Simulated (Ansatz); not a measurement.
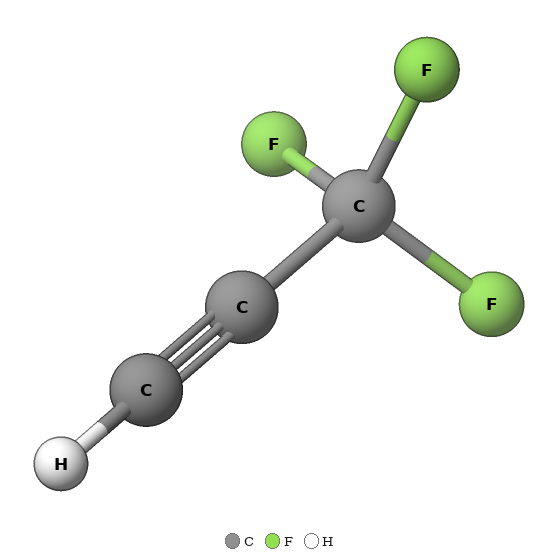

The picture shows a molecular structure as a ball-and-stick model. Multiple sticks mark multiple bonds (one Kekulé form).

**Which formula does it have?**

C3HF3, 7 atoms: 3 carbon, 1 hydrogen and 3 fluorine.

**How many sets of symmetry-equivalent atoms are there?**

5: 1 C, 1 C, 1 C, 3 F, 1 H.

**Give a SMILES string for it.**

C#CC(F)(F)F

The parts below concern this one geometry. Atoms keep their numbers from picture to picture. Computed geometry: PBE0-D4/def2-TZVP optimisation.

### Charges

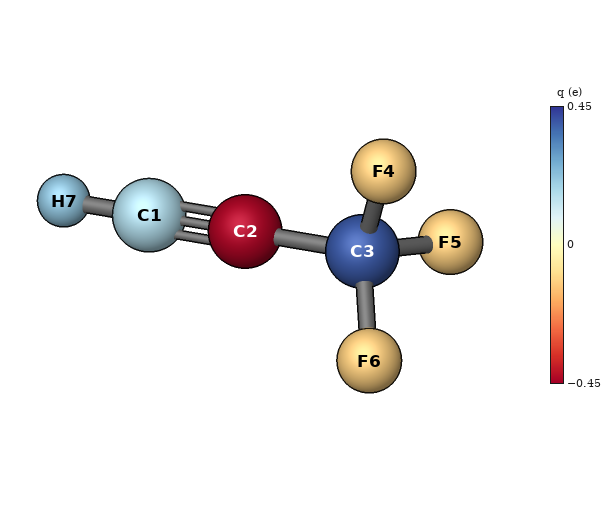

Atoms are coloured by their Mulliken charges. Method: RKS PBE-D4/def2-TZVPP (Ansatz 0.2.0).

**Which atom carries the highest charge (most positive or least negative)?**

C3 (0.40 e).

**And the lowest?**

C2 (−0.43 e).

Give the Mulliken charges atom by atom.

```json
{"atom": "C1", "value (e)": "0.17"}
{"atom": "C2", "value (e)": "−0.43"}
{"atom": "C3", "value (e)": "0.40"}
{"atom": "F4", "value (e)": "−0.12"}
{"atom": "F5", "value (e)": "−0.12"}
{"atom": "F6", "value (e)": "−0.12"}
{"atom": "H7", "value (e)": "0.22"}
```

### Electronic properties

Level of theory: RKS B3LYP-D4/def2-TZVPP (Ansatz 0.2.0).

Computed properties:

- dipole moment: 2.30 D
- HOMO energy (Kohn–Sham orbital): −9.05 eV
- LUMO energy (Kohn–Sham orbital): −0.53 eV
- HOMO–LUMO gap: 8.52 eV
- dispersion correction: −18.1 kJ/mol

### Thermal motion

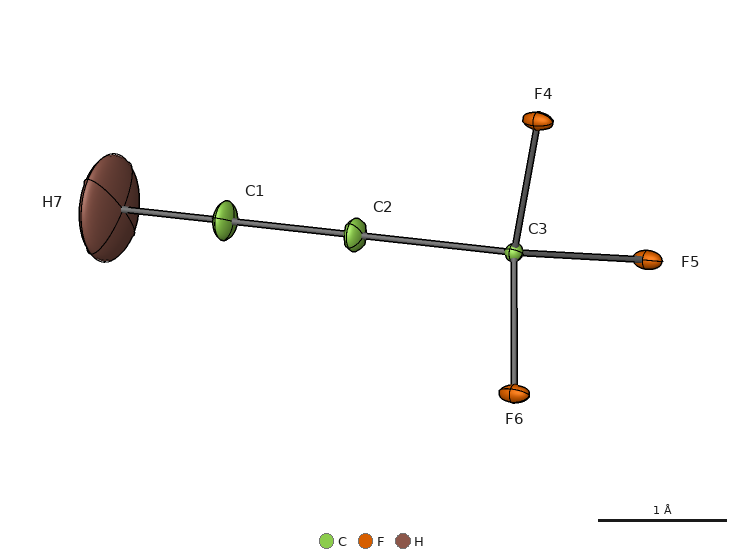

Displacement ellipsoids at the 50 % level, from the internal vibrations of the free molecule (harmonic, no overall translation or rotation; no half-axis is drawn under 0.075 Å). Vibrations computed with RKS PBE0-D4/def2-TZVP (Ansatz 0.2.0). Temperature: 600 K.

**Which atom moves most?**

H7, with U_eq = 0.0526 Å².

**Does H7 move more along its bond or across it?**

Across it: the root-mean-square amplitude is 0.081 Å along the bond and up to 0.275 Å across, since bending and torsion are softer than stretching.

List U_eq and the three principal root-mean-square amplitudes for each kind of atom.

```json
{"atom": "C1", "U_eq (Å²)": "0.0075", "rms amplitudes (Å)": "0.043, 0.102, 0.102"}
{"atom": "C2", "U_eq (Å²)": "0.0055", "rms amplitudes (Å)": "0.038, 0.087, 0.087"}
{"atom": "C3", "U_eq (Å²)": "0.0020", "rms amplitudes (Å)": "0.034, 0.049, 0.049"}
{"atom": "F4, F5, F6", "U_eq (Å²)": "0.0035", "rms amplitudes (Å)": "0.037, 0.037, 0.088"}
{"atom": "H7", "U_eq (Å²)": "0.0526", "rms amplitudes (Å)": "0.081, 0.275, 0.275"}
```

Mulliken values depend strongly on the basis set and can even reverse the polarity of a bond.
